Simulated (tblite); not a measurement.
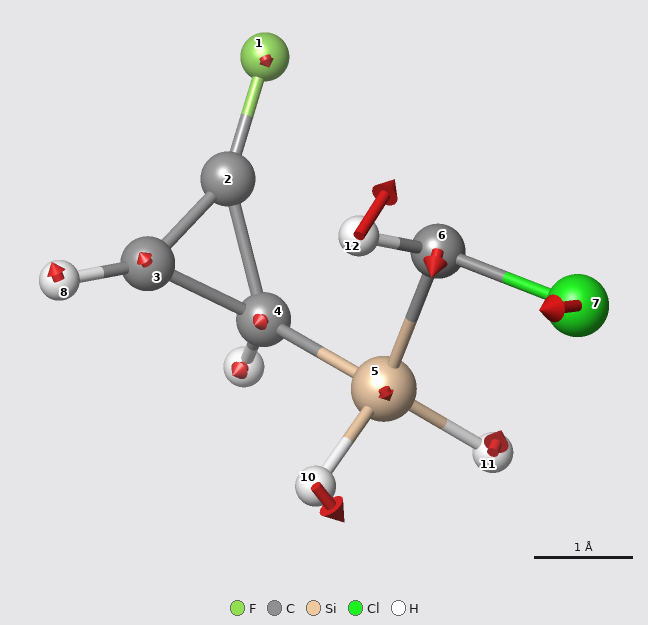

This is a relaxation of C4H5ClFSi (multiplicity 2). The starting structure is drawn; red arrows show the displacements, at their true length. The two geometries are superimposed by the best rigid fit.

The picture is a ball-and-stick view, seen from a free direction.

Computed with GFN2-xTB geometry optimisation, gas phase (tblite 0.8.0). 

### What happened in the run?

The energy falls by 71.0 kJ/mol in 92 geometry steps. The largest move after the best rigid fit is that of an H atom, 0.88 Å. Largest moves by element: H 0.88 Å, Cl 0.63 Å, C 0.32 Å, Si 0.15 Å, F 0.12 Å. Among the contacts that change: C–Cl 1.774 → 1.688 Å, C–C 1.345 → 1.289 Å, C–C 1.492 → 1.542 Å, C–Si 1.855 → 1.892 Å. Among the angles between lasting bonds that change: Si–C–H 106.1° → 125.2°, Si–C–Cl 107.4° → 121.8°, C–C–Si 111.8° → 121.9°. Cost: 0.49 s on 1 thread of Arm Neoverse V2 (shared host).
